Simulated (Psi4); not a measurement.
Geometry relaxation of HCl (part 2 of 2)

The same run, continued: HCl, SMILES Cl; PBE0/def2-SVP, RKS, dispersion D4 (Psi4 1.11). The geometry comes from this level: PBE0-D4/def2-TZVP.

Geometry of the input (Å):
```
Cl 0.5460  -0.1785  0.2808
H  -0.5460  0.1785  -0.2808
```

### Log, continued
```
	----------------------------------------------------------------------------------------------~
	   Step    Total Energy     Delta E     Max Force     RMS Force      Max Disp      RMS Disp   ~
	----------------------------------------------------------------------------------------------~
	  Convergence Criteria     1.00e-06 *    3.00e-04 *             o    1.20e-03 *             o~
	----------------------------------------------------------------------------------------------~
	     1    -460.50227094   -4.61e+02      4.18e-03      4.18e-03 o    1.31e-02      1.31e-02 o  ~
	----------------------------------------------------------------------------------------------

Next Geometry in Ang
	Fragment 1 (Ang)

	   Cl   0.0000000000   0.0000000000  -0.0392796279
	    H   0.0000000000   0.0000000000   1.2464243469

    Structure for next step:
    Molecular point group: c2v
    Full point group: C_inf_v

    Geometry (in Angstrom), charge = 0, multiplicity = 1:

    CL
    H             1          r2

    r2        =    1.2857039749

gradient() will perform analytic gradient computation.

   => Loading Basis Set <=

    Name: DEF2-SVP
    Role: ORBITAL
    Keyword: BASIS

   => PBE0-D4(BJ,EEQ)ATM: Empirical Dispersion <=

        a1 =       0.400856
        a2 =       5.029288
       alp =      16.000000
        s6 =       1.000000
        s8 =       1.200655
        s9 =       1.000000
        ga =       3.000000
        gc =       2.000000
        wf =       6.000000

         ---------------------------------------------------------
                                   SCF
                              RKS Reference
                        1 Threads,   1525 MiB Core
         ---------------------------------------------------------

  ==> Geometry <==

    Molecular point group: c2v
    Full point group: C_inf_v

    Geometry (in Angstrom), charge = 0, multiplicity = 1:

       Center              X                  Y                   Z               Mass
    ------------   -----------------  -----------------  -----------------  -----------------
         CL           0.000000000000     0.000000000000    -0.036016795664    34.968852682000
         H            0.000000000000     0.000000000000     1.249687179211     1.007825032230

  Running in c2v symmetry.

  Rotational constants: A = ************  B =     10.41044  C =     10.41044 [cm^-1]
  Rotational constants: A = ************  B = 312097.11732  C = 312097.11732 [MHz]
  Nuclear repulsion =    6.996954786785310

  Charge       = 0
  Multiplicity = 1
  Electrons    = 18
  Nalpha       = 9
  Nbeta        = 9

  ==> Algorithm <==

  SCF Algorithm Type is DF.
  DIIS enabled.
  MOM disabled.
  Fractional occupation disabled.
  Guess Type is READ.
  Energy threshold   = 1.00e-08
  Density threshold  = 1.00e-08
  Integral threshold = 1.00e-12

  ==> Primary Basis <==

  Basis Set: DEF2-SVP
    Blend: DEF2-SVP
    Number of shells: 11
    Number of basis functions: 23
    Number of Cartesian functions: 24
    Spherical Harmonics?: true
    Max angular momentum: 2

  ==> DFT Potential <==

   => LibXC <=

    Version 7.1.2

   => Composite Functional: PBE0-D4BJEEQATM <=

    PBE0-d4bjeeqatm Hyb-GGA Exchange-Correlation Functional

    Deriv               =              1
    GGA                 =           TRUE
    Meta                =          FALSE

    Exchange Hybrid     =           TRUE
    MP2 Hybrid          =          FALSE

   => Exchange Functionals <=

    0.7500   Perdew, Burke & Ernzerhof

   => Exact (HF) Exchange <=

    0.2500               HF

   => Correlation Functionals <=

    1.0000   Perdew, Burke & Ernzerhof

   => LibXC Density Thresholds  <==

    XC_HYB_GGA_XC_PBEH:  1.00E-15

   => Molecular Quadrature <=

    Radial Scheme          =       TREUTLER
    Pruning Scheme         =           NONE
    Nuclear Scheme         =       TREUTLER

    Blocking Scheme        =         OCTREE
    BS radius alpha        =              1
    Pruning alpha          =              1
    Radial Points          =             75
    Spherical Points       =            302
    Total Points           =          42355
    Total Blocks           =            374
    Max Points             =            256
    Max Functions          =             23
    Weights Tolerance      =       1.00E-15

   => Loading Basis Set <=

    Name: (DEF2-SVP AUX)
    Role: JKFIT
    Keyword: DF_BASIS_SCF

   => Loading Basis Set <=

    Name: DEF2-SVP
    Role: ORBITAL
    Keyword: BASIS

  Reading orbitals from file scr/clh.system.7697.180.npy, no projection.

  ==> Integral Setup <==

  DFHelper Memory: AOs need 0.001 GiB; user supplied 1.091 GiB.
  SCF_SUBTYPE=INCORE selected. In-core MEM_DF algorithm will be used.
  Using in-core AOs.

  ==> MemDFJK: Density-Fitted J/K Matrices <==

    J tasked:                   Yes
    K tasked:                   Yes
    wK tasked:                   No
    Memory [MiB]:              1117
    Algorithm:                 Core
    Schwarz Cutoff:           1E-12
    Mask sparsity (%):       0.0000
    Fitting Condition:        1E-10

   => Auxiliary Basis Set <=

  Basis Set: (DEF2-SVP AUX)
    Blend: DEF2-UNIVERSAL-JKFIT
    Number of shells: 44
    Number of basis functions: 146
    Number of Cartesian functions: 175
    Spherical Harmonics?: true
    Max angular momentum: 4

  Cached 100.0% of DFT collocation blocks in 0.026 [GiB].

  Minimum eigenvalue in the overlap matrix is 5.5356471804E-02.
  Reciprocal condition number of the overlap matrix is 1.8078645905E-02.
    Using symmetric orthogonalization.

  ==> Pre-Iterations <==

  SCF Guess: Orbitals guess was supplied from a previous computation.

   -------------------------------------------------------
    Irrep   Nso     Nmo     Nalpha   Nbeta   Ndocc  Nsocc
   -------------------------------------------------------
     A1        12      12       5       5       5       0
     A2         1       1       0       0       0       0
     B1         5       5       2       2       2       0
     B2         5       5       2       2       2       0
   -------------------------------------------------------
    Total      23      23       9       9       9       0
   -------------------------------------------------------

  ==> Iterations <==

                           Total Energy        Delta E     RMS |[F,P]|

   @DF-RKS iter   0:  -460.49971184901085   -4.60500e+02   1.16713e-03
   @DF-RKS iter   1:  -460.50229375530233   -2.58191e-03   1.44957e-04 ADIIS/DIIS
   @DF-RKS iter   2:  -460.50229510223704   -1.34693e-06   9.54606e-05 DIIS
   @DF-RKS iter   3:  -460.50229606923335   -9.66996e-07   6.15673e-06 DIIS
   @DF-RKS iter   4:  -460.50229607274900   -3.51565e-09   1.88574e-06 DIIS
   @DF-RKS iter   5:  -460.50229607310843   -3.59421e-10   6.33366e-08 DIIS
   @DF-RKS iter   6:  -460.50229607310911   -6.82121e-13   4.10041e-09 DIIS
  Energy and wave function converged.

  ==> Post-Iterations <==

   Electrons on quadrature grid:
      Ntotal   =   17.9999999766 ; deviation = -2.344e-08

    Orbital Energies [Eh]
    ---------------------

    Doubly Occupied:

       1A1  -101.675416     2A1    -9.527024     3A1    -7.268516
       1B2    -7.258421     1B1    -7.258421     4A1    -0.853318
       5A1    -0.474567     2B2    -0.331570     2B1    -0.331570

    Virtual:

       6A1     0.032787     7A1     0.342495     8A1     0.540824
       3B1     0.702719     3B2     0.702719     9A1     0.794300
       1A2     0.794300    10A1     0.866261     4B2     0.887998
       4B1     0.887998    11A1     1.164239     5B1     1.571065
       5B2     1.571065    12A1     2.267517

    Final Occupation by Irrep:
             A1    A2    B1    B2
    DOCC [     5,    0,    2,    2 ]
    NA   [     5,    0,    2,    2 ]
    NB   [     5,    0,    2,    2 ]

  @DF-RKS Final Energy:  -460.50229607310911

   => Energetics <=

    Nuclear Repulsion Energy =              6.9969547867853104
    One-Electron Energy =                -649.8540033086865151
    Two-Electron Energy =                 203.8427914779852301
    DFT Exchange-Correlation Energy =     -21.4878705960145879
    Empirical Dispersion Energy =          -0.0001684331785614
    VV10 Nonlocal Energy =                  0.0000000000000000
    Total Energy =                       -460.5022960731091644

Computation Completed

Properties will be evaluated at   0.000000,   0.000000,   0.000000 [a0]

Properties computed using the SCF density matrix

 Multipole Moments:

 ------------------------------------------------------------------------------------
     Multipole            Electronic (a.u.)      Nuclear  (a.u.)        Total (a.u.)
 ------------------------------------------------------------------------------------

 L = 1.  Multiply by 2.5417464519 to convert [e a0] to [Debye]
 Dipole X            :          0.0000000            0.0000000            0.0000000
 Dipole Y            :          0.0000000            0.0000000            0.0000000
 Dipole Z            :         -0.6624214            1.2045146            0.5420931
 Magnitude           :                                                    0.5420931

 ------------------------------------------------------------------------------------

	total time  =          1 seconds =       0.02 minutes

         ------------------------------------------------------------
                                   SCF GRAD
         ------------------------------------------------------------

  ==> Geometry <==

    Molecular point group: c2v
    Full point group: C_inf_v

    Geometry (in Angstrom), charge = 0, multiplicity = 1:

       Center              X                  Y                   Z               Mass
    ------------   -----------------  -----------------  -----------------  -----------------
         CL           0.000000000000     0.000000000000    -0.036016795664    34.968852682000
         H            0.000000000000     0.000000000000     1.249687179211     1.007825032230

  Nuclear repulsion =    6.996954786785310

  ==> Basis Set <==

  Basis Set: DEF2-SVP
    Blend: DEF2-SVP
    Number of shells: 11
    Number of basis functions: 23
    Number of Cartesian functions: 24
    Spherical Harmonics?: true
    Max angular momentum: 2

  ==> DFJKGrad: Density-Fitted SCF Gradients <==

    Gradient:                    1
    J tasked:                  Yes
    K tasked:                  Yes
    wK tasked:                  No
    Integrals threads:           1
    Memory [MiB]:             1144
    Schwarz Cutoff:          1E-12
    Fitting Condition:       1E-10

   => Auxiliary Basis Set <=

  Basis Set: (DEF2-SVP AUX)
    Blend: DEF2-UNIVERSAL-JKFIT
    Number of shells: 44
    Number of basis functions: 146
    Number of Cartesian functions: 175
    Spherical Harmonics?: true
    Max angular momentum: 4

  ==> DFT Potential <==

   => LibXC <=

    Version 7.1.2

   => Composite Functional: PBE0-D4BJEEQATM <=

    PBE0-d4bjeeqatm Hyb-GGA Exchange-Correlation Functional

    Deriv               =              1
    GGA                 =           TRUE
    Meta                =          FALSE

    Exchange Hybrid     =           TRUE
    MP2 Hybrid          =          FALSE

   => Exchange Functionals <=

    0.7500   Perdew, Burke & Ernzerhof

   => Exact (HF) Exchange <=

    0.2500               HF

   => Correlation Functionals <=

    1.0000   Perdew, Burke & Ernzerhof

   => LibXC Density Thresholds  <==

    XC_HYB_GGA_XC_PBEH:  1.00E-15

   => Molecular Quadrature <=

    Radial Scheme          =       TREUTLER
    Pruning Scheme         =           NONE
    Nuclear Scheme         =       TREUTLER

    Blocking Scheme        =         OCTREE
    BS radius alpha        =              1
    Pruning alpha          =              1
    Radial Points          =             75
    Spherical Points       =            302
    Total Points           =          42355
    Total Blocks           =            374
    Max Points             =            256
    Max Functions          =             23
    Weights Tolerance      =       1.00E-15

  -Total Gradient:
     Atom            X                  Y                   Z
    ------   -----------------  -----------------  -----------------
       1        0.000000000000    -0.000000000000    -0.000298480713
       2        0.000000000000     0.000000000000     0.000301434710

	total time  =          0 seconds =       0.00 minutes

    			-----------------------------------------

    			 OPTKING 3.0: for geometry optimizations

    			        with contributions from

    			-----------------------------------------

	                            ===> Fragment 1 <==

	 Z (Atomic Numbers)          Masses                          Geom
	      17.000000            34.968853          0.00000000  0.00000000 -0.06806188
	       1.000000             1.007825          0.00000000  0.00000000  2.36156651

	 - Coordinate -           - BOHR/RAD -       - ANG/DEG -
	 R(1,2)           =         2.429628           1.285704

	        --- Internal Coordinate Step in ANG or DEG, aJ/ANG or AJ/DEG ---
	-------------------------------------------------------------------------------
	           Coordinate      Previous         Force          Change          New
	           ----------      --------        ------          ------        ------
	               R(1,2)       1.28570       -0.00247       -0.00046       1.28524
	-------------------------------------------------------------------------------

	                                 ==> Convergence Check <==

	Measures of convergence in internal coordinates in au.

	Criteria marked as inactive (o), active & met (*), and active & unmet ( ).

	----------------------------------------------------------------------------------------------
	   Step    Total Energy     Delta E     Max Force     RMS Force      Max Disp      RMS Disp
	----------------------------------------------------------------------------------------------
	  Convergence Criteria     1.00e-06 *    3.00e-04 *             o    1.20e-03 *             o
	----------------------------------------------------------------------------------------------
	     2    -460.50229607   -2.51e-05      3.00e-04 *    3.00e-04 o    8.75e-04 *    8.75e-04 o  ~
	----------------------------------------------------------------------------------------------

Next Geometry in Ang
	Fragment 1 (Ang)

	   Cl   0.0000000000   0.0000000000  -0.0357853742
	    H   0.0000000000   0.0000000000   1.2494557577

    Final optimized geometry and variables:
    Molecular point group: c2v
    Full point group: C_inf_v

    Geometry (in Angstrom), charge = 0, multiplicity = 1:

    CL
    H             1          r2

    r2        =    1.2857039749

    Psi4 run time: 0:00:03.49
```

### Standard output
```
Optimizer: Optimization complete!
```

### Trajectory as extended XYZ (Å, eV, eV/Å), 2 frames, from step=0 to step=1
```
2
Properties=species:S:1:pos:R:3:forces:R:3 step=0 energy=-12530.90516
Cl    0.5460   -0.1785    0.2808    0.1836  -0.0600   0.0944
H    -0.5460    0.1785   -0.2808   -0.1835   0.0600  -0.0944
2
Properties=species:S:1:pos:R:3:forces:R:3 step=1 energy=-12530.90585
Cl    0.5462   -0.1786    0.2809   -0.0131   0.0043  -0.0067
H    -0.5517    0.1804   -0.2838    0.0132  -0.0043   0.0068
```

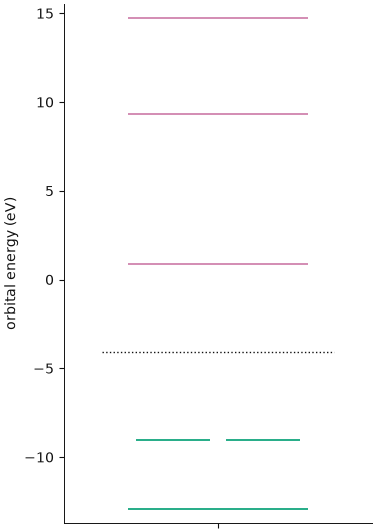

Figure 1. Orbital energies near the frontier; the dotted line parts filled from empty levels, and levels within 0.02 eV of each other stand side by side. Highest filled −9.02 eV, lowest empty 0.89 eV, 9.91 eV apart.
